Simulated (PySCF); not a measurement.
Vertical excitations of a molecule C₅H₅F from TDA-M06-2X/def2-SVPD (PySCF), as energy in eV (oscillator strength): 5.86 (0.000), 6.95 (0.003), 7.10 (0.007), 7.35 (0.009), 7.71 (0.043), 7.91 (0.172), 7.99 (0.130), 8.17 (0.284), 8.26 (0.073), 8.39 (0.028). Lowest triplet (TDA): 4.82 eV. Coordinates come from a PBE0-D3(BJ)/def2-SVP optimisation. The values are those of a single conformer.

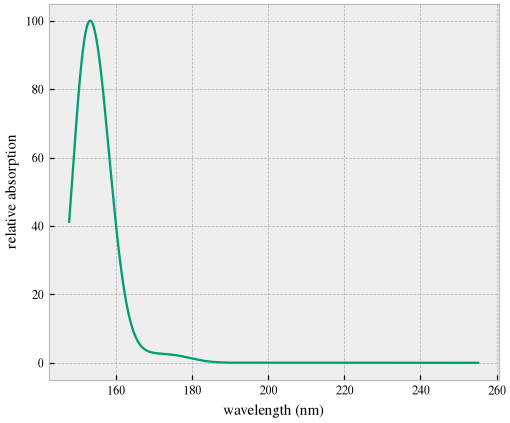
*The lines broadened by 0.4 eV.*

Question: Identify the compound among the candidates.
(A) C=CC=C=CF
(B) C#C[C@H](F)C=C
(C) FC1=CCC=C1
(D) FC1C=CC=C1

Answer: B, C#C[C@H](F)C=C
